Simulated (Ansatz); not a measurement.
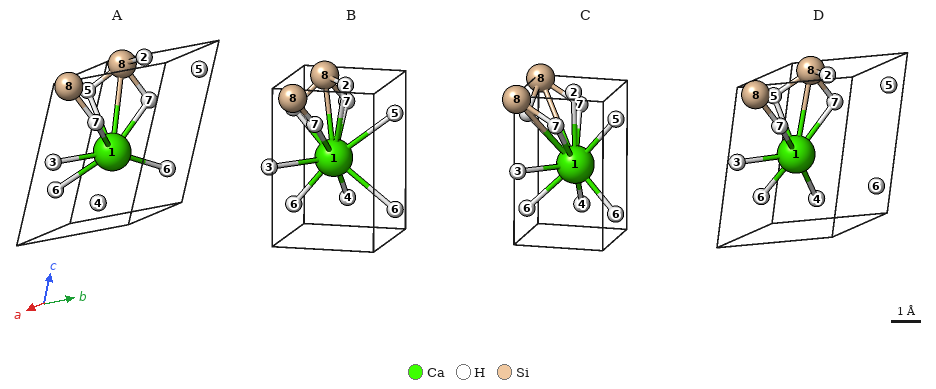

4 geometries from one relaxation of solid CaSiH6 (built on the TaNbAl6-123 type type), in shuffled order. A ball-and-stick model of the cell of the calculation, seen slightly off an axis.

Case: shaken.

Theory: DFT, PBEsol, plane waves, PAW in Ansatz 0.2.0. (plane-wave cutoff 420 eV; k-point mesh 6 × 6 × 4; occupations fermi dirac; smearing width 0.05 eV; no spin polarisation; cell and atoms relaxed; force threshold 0.01 eV/Å; at most 120 steps)

### Put them in the order of the run, from the start to the converged end.

C, B, D, A. They are steps 0, 12, 37, 59, at +385 meV per atom, +95.0 meV per atom, +56.0 meV per atom relative to the last. The energy falls by 385 meV per atom in 49 accepted moves (59 points after the start). Largest force component: 0.84 eV/Å at the start, 0.0036 eV/Å at the end. Pressure: 3.46 GPa at the start and 0.00 GPa at the end. The line search rejected the trial steps at points 16, 17, 20, 24, 28, 54 of the run. At 4 points the geometry stayed and the basis and grid were re-selected for the new cell (energy shift of 14.0 meV per atom at most each time). H4 moves most relative to the cell: 1.53 Å roughly along [−2 −3 −1]. Largest moves by element: H 1.53 Å, Si 0.92 Å, Ca 0.69 Å. The drawn cell changes as follows: a 3.220 → 3.794 Å (+17.8 %), b 3.211 → 3.982 Å (+24.0 %), c 5.336 → 6.042 Å (+13.2 %), α 90.0° → 66.1°, β 90.8° → 93.5°, γ 89.7° → 117.1°; the volume changes by +33.0 %. Near-neighbour distances that change, for instance: Ca1–Si8 3.396 → 5.708 Å, Ca1–H3 2.180 → 4.347 Å, Ca1–H5 2.339 → 4.196 Å, H4–Si8 1.926 → 3.746 Å. Bonds break, among them: Ca1–H3 (2.18 → 4.35 Å). Among the angles between lasting bonds that change: Ca1–H3–Ca1 174.7° → 125.6°, Ca1–Si8–H4 88.8° → 130.5°, Ca1–Si8–H5 93.2° → 129.7°. The space group stays P1 (No. 1). Cost: 3.8 min on 4 threads of Intel(R) Xeon(R) Processor @ 2.50GHz (Skylake/Cascade Lake) (shared host), peak memory 0.5 GiB.
